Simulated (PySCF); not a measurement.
Ge(Cl)(Br)2(Et), SMILES C[CH2][Ge]([Cl])([Br])[Br] (C₂H₅Br₂ClGe), CAM-B3LYP/def2-SVP optimised geometry. Atoms within 1.6 Å of the plane z = 0.0 Å (x, y, z in Å): C1 (-1.07, -2.05, 1.55), C2 (-1.48, -0.58, 1.53), Ge3 (-0.78, 0.40, 0.00), Br5 (-1.52, 2.57, 0.00), Br6 (1.52, 0.40, 0.00), H7 (-1.43, -2.57, 0.65), H8 (0.02, -2.16, 1.59), H11 (-2.57, -0.45, 1.49).

Level of theory: PySCF with CAM-B3LYP/def2-TZVP. Cells within 0.4 Å of a nucleus heavier than hydrogen are left out (blank, or x).

Map of the Laplacian of the electron density (e/bohr⁵), clipped to [-1.50, 1.50] on the plane z = 0.0 Å:

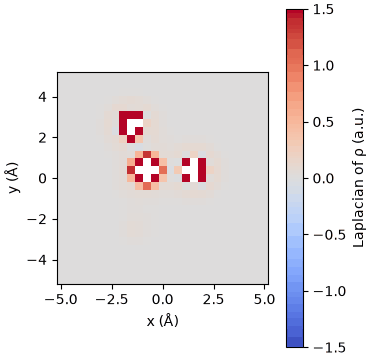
*Laplacian of the electron density (e/bohr⁵), clipped to [-1.50, 1.50] on the plane z = 0.0 Å.*
